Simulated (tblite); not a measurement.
## Molecular dynamics, with input and output: CH₆GeNP (part 1 of 2)

System: CH₆GeNP.
Method: GFN2-xTB Langevin dynamics, gas phase (tblite 0.8.0).

It belongs to a series of runs on one base structure; here: H on Ge replaced by N=CH2.

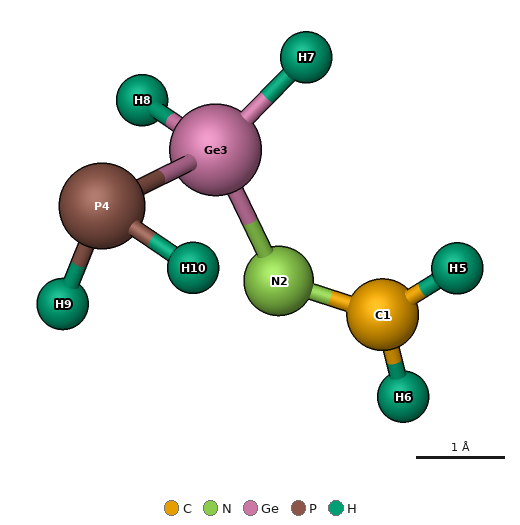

**Figure 1.** The starting structure (ball-and-stick view, seen at a tilt; atoms are numbered from 1 in the order of the input). Sticks mark near contacts.

The input:
```
{"job": {"kind": "md", "xc": "GFN2-xTB", "basis": "xTB", "temperature": 200, "steps": 2000, "every": 50}, "charge": 0, "multiplicity": 1}
C     -1.603337     0.615217     0.963812
N     -1.003947     0.400123    -0.113017
Ge     0.226279    -0.905797    -0.529198
P      2.283421     0.072149    -0.845175
H     -1.506327     0.016823     1.875797
H     -2.285696     1.460884     1.028117
H      0.256846    -2.057089     0.470906
H     -0.323085    -1.455626    -1.818263
H      1.706508     1.175037    -1.458441
H      2.258221     0.682933     0.402935
```

The first line tells a small driver script what to run in tblite; the rest is the geometry in Å.

Hardware: 1 CPU thread, shared host.

Launched with:
```bash
OMP_NUM_THREADS=1 python <driver script> task.json out
```

Log:
```
t/fs     T/K      E/eV
    0.0   169.5   -340.92443
   25.0    84.8   -340.81244
   50.0   129.3   -340.81401
   75.0   156.6   -340.81738
  100.0   155.3   -340.77571
  125.0   108.3   -340.78571
  150.0   126.6   -340.78775
  175.0   154.4   -340.71995
  200.0   185.5   -340.77276
  225.0   222.6   -340.81745
  250.0   227.8   -340.80906
  275.0   160.8   -340.73187
  300.0   200.3   -340.81294
  325.0   142.5   -340.66297
  350.0   183.3   -340.69905
  375.0   178.7   -340.70320
  400.0   155.8   -340.70022
  425.0   205.5   -340.76343
  450.0   153.1   -340.65751
  475.0   285.4   -340.76423
  500.0   153.4   -340.73686
  525.0   238.6   -340.68947
  550.0   185.6   -340.62722
  575.0   215.3   -340.68284
  600.0   216.5   -340.61224
  625.0   173.7   -340.68386
  650.0   189.7   -340.72183
  675.0   209.4   -340.72129
  700.0   190.2   -340.67603
  725.0   187.6   -340.79653
  750.0   193.7   -340.74786
  775.0   175.5   -340.69565
  800.0   199.4   -340.75071
  825.0   304.5   -340.82705
  850.0   182.8   -340.63971
  875.0   244.6   -340.71738
  900.0   110.4   -340.66785
  925.0   191.2   -340.82277
  950.0   151.0   -340.75561
  975.0   183.2   -340.78499
 1000.0   114.3   -340.75262
```

Trajectory as extended XYZ (Å, eV, eV/Å), 41 frames, from step=0 to step=40:
```
10
Properties=species:S:1:pos:R:3:forces:R:3 step=0 time_fs=0.0 energy=-340.92443 temperature=169.5
C    -1.6033    0.6152    0.9638    0.0057   0.0007   0.0057
N    -1.0039    0.4001   -0.1130   -0.0008  -0.0009  -0.0009
Ge    0.2263   -0.9058   -0.5292    0.0002  -0.0013  -0.0020
P     2.2834    0.0721   -0.8452    0.0023  -0.0051   0.0000
H    -1.5063    0.0168    1.8758   -0.0011   0.0003  -0.0067
H    -2.2857    1.4609    1.0281   -0.0040  -0.0003   0.0003
H     0.2568   -2.0571    0.4709    0.0008   0.0009   0.0013
H    -0.3231   -1.4556   -1.8183   -0.0009   0.0022   0.0016
H     1.7065    1.1750   -1.4584   -0.0023   0.0020  -0.0008
H     2.2582    0.6829    0.4029    0.0000   0.0014   0.0015
10
Properties=species:S:1:pos:R:3:forces:R:3 step=1 time_fs=25.0 energy=-340.81244 temperature=84.8
C    -1.6059    0.5635    0.9605    0.3732   0.0211   0.5729
N    -1.0507    0.3794   -0.1367    0.4293  -0.5497  -0.4722
Ge    0.2305   -0.9039   -0.5278   -0.3615  -0.2741  -0.1276
P     2.2499    0.0492   -0.8259    0.5610   0.2583   0.1443
H    -1.3947    0.0400    1.9031   -0.1058  -0.1244  -0.1644
H    -2.2787    1.3847    1.0286   -0.6911   0.5585   0.1867
H     0.2726   -2.1131    0.4360   -0.1096   0.2061  -0.2487
H    -0.1602   -1.2945   -1.9336   -0.2010  -0.2634   0.1572
H     1.7433    0.8459   -1.8271   -0.0410   0.0745  -0.2475
H     1.9804    1.0354    0.0999    0.1464   0.0931   0.1993
10
Properties=species:S:1:pos:R:3:forces:R:3 step=2 time_fs=50.0 energy=-340.81401 temperature=129.3
C    -1.6290    0.5059    1.0034    0.3035  -0.3666   0.1844
N    -1.0872    0.3283   -0.1058    0.1849   0.1158  -0.1884
Ge    0.1943   -0.9045   -0.5651   -0.0871   0.2144   0.1070
P     2.2746    0.0542   -0.7877   -0.1978   0.8576  -0.5369
H    -1.4425   -0.0897    1.9035    0.0241  -0.0277   0.0216
H    -2.3300    1.3017    1.1127   -0.5427   0.5146   0.0951
H     0.2561   -2.0082    0.4332    0.0976  -0.3368   0.4564
H    -0.4921   -1.5580   -1.7058    0.0552  -0.0294  -0.5048
H     1.9442    0.6865   -2.0218    0.1757  -0.3944   0.4378
H     1.9552    1.2618   -0.1131   -0.0133  -0.5475  -0.0722
10
Properties=species:S:1:pos:R:3:forces:R:3 step=3 time_fs=75.0 energy=-340.81738 temperature=156.6
C    -1.6850    0.4564    1.0255   -0.2718   0.3062  -1.5601
N    -1.1662    0.3602   -0.1337   -0.4207   0.1059   1.1829
Ge    0.1279   -0.8946   -0.6047    0.3719   0.1216   0.1293
P     2.2540    0.0929   -0.7986   -0.2533  -0.5642  -0.0888
H    -1.4921   -0.2208    1.8491    0.0993  -0.0480   0.2331
H    -2.4802    1.2229    1.1848    0.7044  -0.4743  -0.0633
H     0.0631   -2.0419    0.4253    0.0941   0.1055  -0.1934
H    -0.2524   -1.4525   -1.9590   -0.1705   0.0305   0.1142
H     1.9481    0.6684   -2.0165   -0.0462  -0.0859  -0.1975
H     1.8251    1.2180   -0.1712   -0.1071   0.5029   0.4436
10
Properties=species:S:1:pos:R:3:forces:R:3 step=4 time_fs=100.0 energy=-340.77571 temperature=155.3
C    -1.6895    0.4263    0.9804    0.0083   1.1929  -1.7870
N    -1.1798    0.3788   -0.1932   -0.4543  -0.3538   1.9476
Ge    0.1000   -0.8723   -0.6229    0.4042  -0.5310  -0.1544
P     2.1939    0.0676   -0.7950    0.0854  -0.3443  -0.3312
H    -1.4836   -0.2550    1.7924   -0.0318  -0.1169   0.1651
H    -2.3757    1.2823    1.1626    0.3214  -0.6842   0.1196
H     0.1867   -2.1954    0.2294   -0.2148   0.5067  -0.1998
H    -0.2922   -1.2680   -2.0193   -0.0915  -0.1342  -0.0545
H     1.7799    0.6944   -1.9687    0.1302   0.1355   0.1819
H     1.9304    1.1410    0.0129   -0.1571   0.3294   0.1127
10
Properties=species:S:1:pos:R:3:forces:R:3 step=5 time_fs=125.0 energy=-340.78571 temperature=108.3
C    -1.7513    0.4416    0.9423   -0.1677   0.1181   1.4405
N    -1.1600    0.4155   -0.1381    0.7272  -0.4115  -1.1830
Ge    0.0964   -0.8623   -0.6578   -0.6543   0.3448  -0.1140
P     2.1753    0.0188   -0.7929    0.4553   0.3144   0.2149
H    -1.5653   -0.1616    1.8520    0.0513  -0.1956  -0.3849
H    -2.4808    1.2068    1.0994   -0.6057   0.5092   0.0953
H    -0.0751   -2.0079    0.2691    0.1355  -0.4666   0.3500
H    -0.5088   -1.3129   -1.9529    0.0680  -0.0175  -0.1722
H     1.8580    0.7807   -1.9278   -0.0523   0.0712   0.3932
H     1.8930    1.0086    0.1941    0.0427  -0.2664  -0.6398
10
Properties=species:S:1:pos:R:3:forces:R:3 step=6 time_fs=150.0 energy=-340.78775 temperature=126.6
C    -1.7964    0.4777    0.9727   -0.6954  -0.1929   1.2587
N    -1.1761    0.4285   -0.0975    0.5988  -0.2191  -0.8366
Ge    0.0654   -0.8615   -0.6872    0.4573   0.0192   0.1288
P     2.2541    0.0084   -0.7675   -0.4755  -0.6759   0.2519
H    -1.8272   -0.2850    1.7900    0.2475   0.2009  -0.5016
H    -2.4350    1.3399    1.2141    0.2015  -0.0958  -0.2953
H     0.1386   -2.0923    0.2222   -0.1746  -0.0002   0.0207
H    -0.3523   -1.4140   -2.0609   -0.0544   0.3135   0.3374
H     1.8712    0.8479   -1.7750   -0.0267   0.5238  -0.1507
H     2.0374    0.8932    0.2830   -0.0786   0.1265  -0.2133
10
Properties=species:S:1:pos:R:3:forces:R:3 step=7 time_fs=175.0 energy=-340.71995 temperature=154.4
C    -1.8190    0.4353    0.9938    0.4612   0.2651  -0.5983
N    -1.0972    0.4041   -0.0495   -0.8381   0.1071   1.3689
Ge    0.0568   -0.8526   -0.6880    0.5086  -0.2329   0.1526
P     2.2985   -0.0461   -0.7695   -0.4195  -0.7519  -1.0312
H    -1.8630   -0.3006    1.8215    0.1868   0.1038  -0.5068
H    -2.4737    1.3040    1.1451    0.1479  -0.2140  -0.0892
H    -0.0921   -2.2461    0.1213    0.1042   0.6006  -0.5681
H    -0.5277   -0.8694   -2.0883    0.0791  -0.3391   0.0518
H     2.0169    0.9885   -1.6787   -0.0832  -0.3059   0.1811
H     2.0685    0.7565    0.2700   -0.1470   0.7672   1.0393
10
Properties=species:S:1:pos:R:3:forces:R:3 step=8 time_fs=200.0 energy=-340.77276 temperature=185.5
C    -1.8343    0.3846    1.0178    0.9647  -0.1113  -0.6713
N    -1.0611    0.4690    0.0211   -0.4592  -0.5581   0.5723
Ge    0.0655   -0.8499   -0.6557   -0.2213   0.0584  -0.4796
P     2.2521   -0.1525   -0.7683   -0.3423   1.2241  -0.0483
H    -1.8264   -0.4324    1.7510   -0.1902   0.1427  -0.1568
H    -2.5126    1.2038    1.1688   -0.2864   0.2320   0.2864
H    -0.1952   -2.3049   -0.2627    0.0393   0.0717   0.3358
H    -0.4701   -0.8874   -2.0895    0.1033   0.1253   0.1293
H     1.7671    1.0111   -1.4826    0.4134  -0.7608   0.2911
H     2.2174    0.6126    0.4241   -0.0211  -0.4239  -0.2589
10
Properties=species:S:1:pos:R:3:forces:R:3 step=9 time_fs=225.0 energy=-340.81745 temperature=222.6
C    -1.7515    0.4602    1.0492   -1.2094   0.1871   1.0839
N    -1.0102    0.4630    0.0677    1.1645   0.3882  -1.2141
Ge    0.0689   -0.8607   -0.5932   -0.1052  -0.0119  -0.0763
P     2.2501   -0.2461   -0.7834    0.4108   0.1986   0.9534
H    -2.0072   -0.4451    1.6222    0.0131   0.2742   0.2015
H    -2.2412    1.4124    1.3326    0.0887  -0.5537   0.0133
H    -0.1365   -2.1240    0.1928   -0.0321  -0.3171   0.0421
H    -0.4198   -1.0542   -1.9923   -0.1522  -0.0986  -0.1122
H     1.9061    0.9930   -1.2554   -0.0981   0.3106  -0.2208
H     2.3666    0.2783    0.5479   -0.0802  -0.3774  -0.6709
10
Properties=species:S:1:pos:R:3:forces:R:3 step=10 time_fs=250.0 energy=-340.80906 temperature=227.8
C    -1.7074    0.6178    1.0985    0.7844  -0.1031  -1.2102
N    -0.9093    0.5588    0.1128   -0.8070  -0.0199   0.5974
Ge    0.0620   -0.8935   -0.5348    0.0396  -0.5547   0.4593
P     2.2905   -0.3381   -0.7794   -0.1440  -0.6510  -0.0132
H    -1.8845   -0.2006    1.7851   -0.0595  -0.1616   0.2337
H    -2.2947    1.5207    1.2525    0.1719   0.0282   0.0453
H    -0.0548   -2.1907    0.4216   -0.0428   0.5666  -0.4724
H    -0.5886   -1.2798   -1.8649    0.0109   0.1514   0.2591
H     1.9641    0.9142   -1.2124   -0.0678   0.5017   0.0167
H     2.3248   -0.0111    0.5626    0.1142   0.2423   0.0843
10
Properties=species:S:1:pos:R:3:forces:R:3 step=11 time_fs=275.0 energy=-340.73187 temperature=160.8
C    -1.5869    0.7392    1.1312    1.7753  -0.4226  -1.5558
N    -0.8374    0.5945    0.0992   -1.3758   0.2408   1.6950
Ge    0.0671   -0.8835   -0.5001   -0.1064   0.3115   0.3020
P     2.2911   -0.4548   -0.7918    0.1187   1.0294  -0.9433
H    -1.6865    0.0263    1.9445   -0.0503  -0.2570  -0.0190
H    -2.0846    1.6713    1.2756   -0.3531   0.5612  -0.0180
H    -0.1260   -2.0914    0.3756   -0.0782  -0.2626   0.1351
H    -0.7504   -1.0850   -1.7306    0.1181  -0.1454  -0.2949
H     2.0375    0.8908   -1.3627    0.2195  -1.1892   0.6779
H     2.5665   -0.0026    0.4932   -0.2678   0.1338   0.0211
10
Properties=species:S:1:pos:R:3:forces:R:3 step=12 time_fs=300.0 energy=-340.81294 temperature=200.3
C    -1.4612    0.7497    1.1611   -0.2143  -0.1011   1.1657
N    -0.8317    0.5673    0.1101    0.0863   0.5355  -0.6313
Ge    0.0688   -0.8701   -0.4815    0.0641  -0.0855  -0.8165
P     2.2732   -0.4918   -0.8216    0.5052  -0.2934  -0.3221
H    -1.5558    0.0161    1.9844   -0.0554   0.0982  -0.2240
H    -1.9180    1.7109    1.3678   -0.1261   0.1357  -0.0930
H    -0.3329   -2.0957    0.2163   -0.0364  -0.7221   0.5361
H    -0.4718   -1.0938   -1.8757   -0.0750   0.1510   0.0300
H     2.0835    0.8098   -1.2347   -0.1044   0.1407   0.0406
H     2.6140   -0.1361    0.4583   -0.0440   0.1409   0.3143
10
Properties=species:S:1:pos:R:3:forces:R:3 step=13 time_fs=325.0 energy=-340.66297 temperature=142.5
C    -1.4055    0.7593    1.2410   -1.3382  -0.0218   2.3734
N    -0.8705    0.6648    0.1498    1.4230  -0.8048  -2.1370
Ge    0.0489   -0.9002   -0.4944   -0.3368  -0.3462   0.3274
P     2.3055   -0.5293   -0.8416    0.0796  -1.4181   0.4829
H    -1.4637   -0.0337    2.0151    0.1091   0.1886  -0.1680
H    -1.9462    1.6691    1.5293    0.1747  -0.0143  -0.1641
H    -0.1101   -2.2479    0.4042   -0.0894   0.7200  -0.3704
H    -0.7305   -1.1733   -1.7861    0.1734   0.0435   0.1886
H     2.0084    0.7357   -1.0069   -0.2787   1.9618  -0.6610
H     2.5047   -0.2235    0.4988    0.0833  -0.3086   0.1282
10
Properties=species:S:1:pos:R:3:forces:R:3 step=14 time_fs=350.0 energy=-340.69905 temperature=183.3
C    -1.4046    0.7502    1.2757   -0.1559  -0.4880  -1.0232
N    -0.8677    0.5961    0.1418   -0.3615   0.6251   0.5761
Ge    0.0071   -0.8839   -0.5010   -0.0259  -0.5342   0.7411
P     2.2904   -0.5705   -0.8315    0.1141   0.8053   0.5036
H    -1.5168   -0.0500    2.0327    0.2322   0.2978  -0.1376
H    -1.9446    1.6796    1.4548    0.2228  -0.0408   0.1936
H    -0.3388   -1.9276    0.6814    0.3294   0.1495  -0.6836
H    -0.6915   -1.3661   -1.7737    0.0347   0.1868   0.2522
H     2.2779    0.8254   -1.1812   -0.2785  -0.7898   0.1498
H     2.5026   -0.2384    0.5420   -0.1115  -0.2117  -0.5719
10
Properties=species:S:1:pos:R:3:forces:R:3 step=15 time_fs=375.0 energy=-340.70320 temperature=178.7
C    -1.3755    0.7429    1.2606    0.1594  -0.0729  -0.8439
N    -0.9290    0.5942    0.0808   -0.2387   0.2648   1.5278
Ge   -0.0026   -0.8829   -0.4806    0.0079  -0.3273  -0.7836
P     2.2470   -0.6037   -0.8262   -0.4016   0.6092  -1.0581
H    -1.3044   -0.0482    2.0225   -0.0833   0.4101   0.0183
H    -1.8858    1.6775    1.5353    0.1724  -0.4029  -0.1070
H    -0.0914   -2.1877    0.2563   -0.2573  -0.1945   0.4837
H    -0.8213   -1.1552   -1.7188    0.2116   0.0014  -0.1713
H     1.9884    0.6929   -1.4375    0.4188  -0.7592   0.7591
H     2.4524   -0.2168    0.4786    0.0107   0.4712   0.1751
10
Properties=species:S:1:pos:R:3:forces:R:3 step=16 time_fs=400.0 energy=-340.70022 temperature=155.8
C    -1.3673    0.8031    1.3018    0.8495   0.4611   1.1558
N    -0.9771    0.6059    0.1438    0.1786  -0.5061  -1.3133
Ge   -0.0143   -0.8997   -0.4953   -0.7633   0.5657   0.5699
P     2.1850   -0.5863   -0.8665    0.8809  -0.8940   0.4184
H    -1.0010    0.2583    2.1952   -0.4509  -0.1515  -0.1978
H    -1.8914    1.7269    1.5290   -0.3134  -0.0493  -0.0242
H    -0.4125   -1.9842    0.5095    0.1798  -0.1355  -0.3316
H    -0.5692   -1.0779   -1.8812   -0.2668  -0.1772   0.0970
H     1.9902    0.5257   -1.6132   -0.1553   0.7316  -0.1423
H     2.4877    0.0406    0.3407   -0.1390   0.1552  -0.2320
10
Properties=species:S:1:pos:R:3:forces:R:3 step=17 time_fs=425.0 energy=-340.76343 temperature=205.5
C    -1.2142    0.8092    1.3259   -0.4490   0.2484   0.2701
N    -0.9559    0.5482    0.1380    0.5388   0.1929  -0.3863
Ge   -0.0414   -0.8789   -0.4758    0.3981  -1.2763  -0.2504
P     2.2525   -0.5863   -0.8587   -0.6308   0.8312   0.4110
H    -1.0983    0.1154    2.1644    0.0741   0.2080   0.0891
H    -1.6449    1.7872    1.4873   -0.2273   0.1330   0.5439
H    -0.2125   -2.1553    0.4410    0.0493   0.4295  -0.2330
H    -0.8343   -1.1741   -1.7103   -0.0171  -0.1056  -0.2448
H     2.0597    0.4653   -1.7677   -0.0181  -0.2791   0.0176
H     2.2293    0.3643    0.1934    0.2819  -0.3821  -0.2172
10
Properties=species:S:1:pos:R:3:forces:R:3 step=18 time_fs=450.0 energy=-340.65751 temperature=153.1
C    -1.0698    0.8242    1.3908   -0.2344  -0.4685  -2.0408
N    -0.8986    0.6617    0.1316    0.0850  -0.3769   1.5410
Ge   -0.0435   -0.9151   -0.4774    0.2466   0.8131  -0.5859
P     2.2378   -0.5481   -0.8412   -0.1330   1.1582  -0.9038
H    -0.8195    0.0783    2.1556    0.0191   0.2911  -0.0346
H    -1.6344    1.7026    1.6592    0.1323   0.2131   0.4185
H    -0.1758   -1.9277    0.5997   -0.1150  -0.4636   0.3373
H    -0.7850   -1.4128   -1.7414    0.2171   0.2263   0.4593
H     2.0499    0.4654   -1.8695   -0.0242  -1.0419   0.3718
H     2.4096    0.5633   -0.0172   -0.1934  -0.3508   0.4373
10
Properties=species:S:1:pos:R:3:forces:R:3 step=19 time_fs=475.0 energy=-340.76423 temperature=285.4
C    -0.9966    0.9002    1.3866   -0.2004  -0.2181   0.5459
N    -0.8941    0.6404    0.1750    0.6367  -0.6998  -0.7345
Ge   -0.0150   -0.9358   -0.4807   -0.6727   0.2227   0.7643
P     2.1855   -0.5452   -0.8683    0.1237   0.6661  -0.2661
H    -0.7287    0.2296    2.2343   -0.0141   0.3203  -0.3646
H    -1.4455    1.8508    1.6447   -0.0600   0.1440   0.2602
H    -0.1325   -1.9963    0.6272    0.0134   0.0549  -0.1340
H    -0.8678   -1.4029   -1.6032   -0.1593  -0.0567  -0.2923
H     1.9373    0.3966   -1.8684    0.0037  -0.3830  -0.2738
H     2.0609    0.5382   -0.0198    0.3289  -0.0504   0.4947
10
Properties=species:S:1:pos:R:3:forces:R:3 step=20 time_fs=500.0 energy=-340.73686 temperature=153.4
C    -0.9418    0.9437    1.3501    0.2900   1.0056   1.5489
N    -0.8053    0.5377    0.1955   -0.3345  -0.1508  -1.1451
Ge   -0.0154   -0.9416   -0.4514    0.2259  -1.2010  -0.1554
P     2.1948   -0.5497   -0.8858    0.5660  -0.7728   0.5590
H    -0.5291    0.4530    2.2449   -0.3190  -0.0078  -0.0045
H    -1.3713    1.9425    1.5218   -0.0302  -0.3306   0.0009
H    -0.0517   -2.2936    0.4214   -0.1423   0.6991  -0.3614
H    -0.8030   -1.1871   -1.7375    0.1098  -0.0077   0.2840
H     1.9310    0.2352   -1.9523   -0.1222   0.7217  -0.4077
H     2.3984    0.4531    0.0642   -0.2435   0.0442  -0.3187
```
